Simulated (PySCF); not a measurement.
C$_{8}$H$_{8}$OSi

```xyz
18

C    -2.8079   -0.3060   -0.6914
C    -1.5056   -0.1430   -0.9932
C    -0.5635    0.0560    0.1424
C     0.8461    0.2355   -0.1343
C     1.5752    0.2488   -1.3005
C     2.9323    0.4666   -0.9252
C     2.9271    0.5708    0.4357
O     1.6791    0.4343    0.9158
C    -1.1170    0.0543    1.3849
Si   -2.9506   -0.2102    1.1759
H    -3.5678   -0.4567   -1.4605
H    -1.1223   -0.1505   -2.0189
H     1.1866    0.1145   -2.3068
H     3.7986    0.5369   -1.5789
H     3.7094    0.7375    1.1717
H    -0.5072    0.1932    2.2785
H    -3.7953    0.9280    1.6558
H    -3.4723   -1.4636    1.8048
```

Geometry: PBE0-D3(BJ)/def2-SVP.

Computed with PySCF, PBE0/pcSseg-1, SCF density, gas phase, non-relativistic.

**Predict the electron density and electron localisation function between the atoms.**

C–O (1.34 Å): ρ is about 2.4 e/Å³ halfway; the ELF peaks at about 0.90 between the atoms: a shared but strongly polarised pair.
C–C (1.35 Å): ρ is about 2.2 e/Å³ halfway; the ELF peaks at about 0.95 between the atoms (localised, covalent bonding).
C–Si (1.86 Å): ρ at the midpoint is about 0.95 e/Å³; the ELF peaks at about 0.95 between the atoms; localised, covalent bonding.
C–H (1.09 Å): the density is about 2.1 e/Å³ at the midpoint; the ELF climbs to about 1 towards the hydrogen, as it does in any bond to H (a covalent bond by its length).

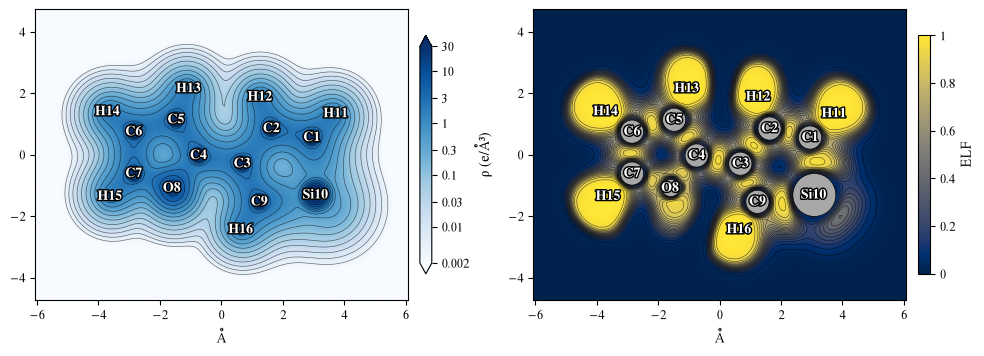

Computed electron density and electron localisation function on the plane of atoms C1, Si10 and C9, in this order. Grey discs cover the atomic cores in the ELF map. 
